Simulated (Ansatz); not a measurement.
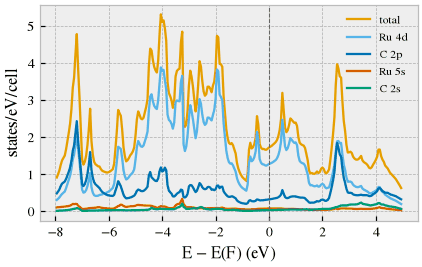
Total and projected density of states of RuC in space group R-3m (No. 166; Ru on 6c, C on 6c), the program Ansatz at the LDA level (PAW)

Question: Which orbitals carry the states next to the Fermi level?

Answer: Within 0.5 eV of the Fermi level: Ru 4d 76 %, C 2p 17 %. Projections are on Löwdin-orthogonalised atomic valence shells; empty p or d shells of many metals are not among them.

Question: Where is the tallest occupied peak in this window, and what makes it?

Answer: Near -4.0 eV, about 5.3 states/eV per cell; the largest projected share is Ru 4d.

The first step of the workflow began from a Materials Project structure, measured or hypothetical; the Crystallography Open Database copy checked does not list it. Whether it is the stable phase at ambient conditions was not checked. The LDA relaxation kept the symmetry of its start; its stability against distortions is not shown here. The run is not spin-polarised. Its formation energy is positive at this level, so the cell may be metastable or incomplete. Scalar-relativistic: spin–orbit coupling is off unless named, which matters more the heavier the elements.

Potentials: the later of the program's two PAW sets.
